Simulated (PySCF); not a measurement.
```xyz
16

C     2.0250    1.1627   -0.2707
O     1.7180   -0.2004   -0.3761
C     0.6354   -0.5595    0.3909
C    -0.1509   -1.7346   -0.0420
C    -0.7522   -0.3453   -0.1786
Si   -2.1193    0.2670    0.9041
Cl   -1.8853    2.3159    1.1641
H     2.3338    1.4341    0.7569
H     2.8590    1.3713   -0.9548
H     1.1625    1.7988   -0.5437
H     0.7673   -0.3949    1.4725
H     0.1696   -2.2162   -0.9690
H    -0.5396   -2.4151    0.7208
H    -0.7426    0.0499   -1.2014
H    -3.4730    0.0424    0.3236
H    -2.0259   -0.3808    2.2451
```

Geometry: PBE0-D3(BJ)/def2-SVP.

Level of theory: PBE0/pcSseg-1, SCF density, gas phase, non-relativistic (PySCF 2.14.0).

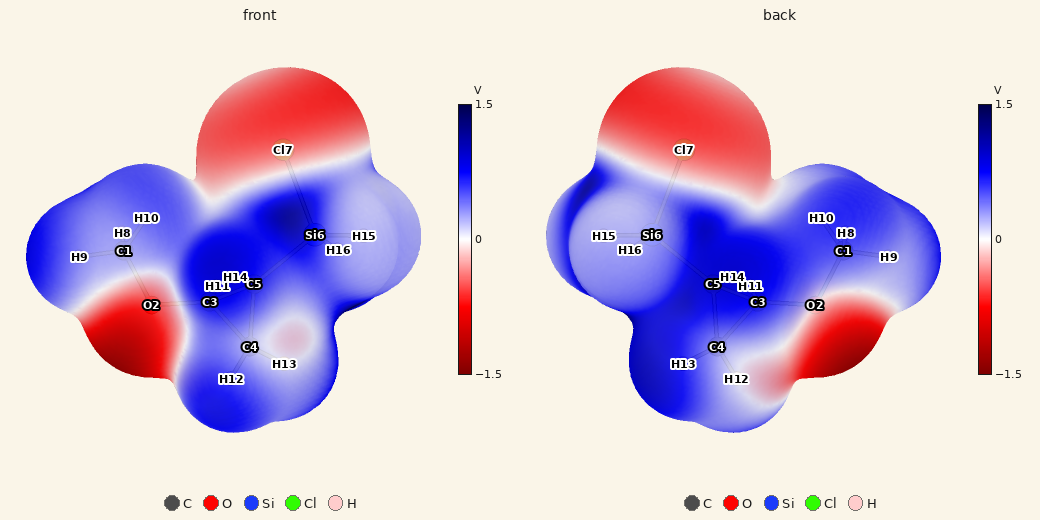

C₄H₉ClOSi. The molecular electrostatic potential painted on the density surface at 0.002 e/bohr³, seen from the front and from behind; red is negative and blue positive.

### Describe the electrostatic potential map.

The most negative region (about −1.3 V) lies over O2, the most positive (about +1.4 V) over Si6. O2 is the likeliest acceptor of a hydrogen bond.

### What dipole moment does the calculation give?

Its dipole moment is 1.11 D.
